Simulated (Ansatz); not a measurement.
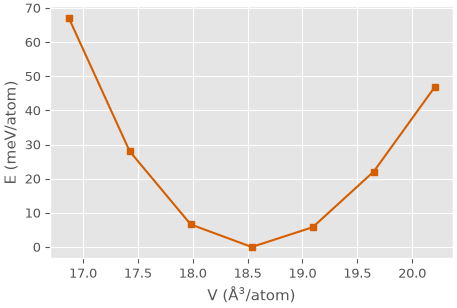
LaPd$_{3}$ (Cu3Au type, space group No. 221) under volume change, the program Ansatz at the r²SCAN level (PAW), scaled uniformly.

Q: What does a third-order Birch–Murnaghan fit give for V₀, B₀ and B′?

A: V₀ = 18.54 Å³/atom, B₀ = 119 GPa, B′ = 4.9.

Space group Pm-3m (Cu3Au type). The workflow started from an entry of the Crystallography Open Database (COD). Whether it is the stable phase at ambient conditions was not checked. The r²SCAN relaxation kept the symmetry of its start; its stability against distortions is not shown here. The run is not spin-polarised. Spin–orbit coupling is left out wherever it is not named.

Potentials: the later of the program's two PAW sets.
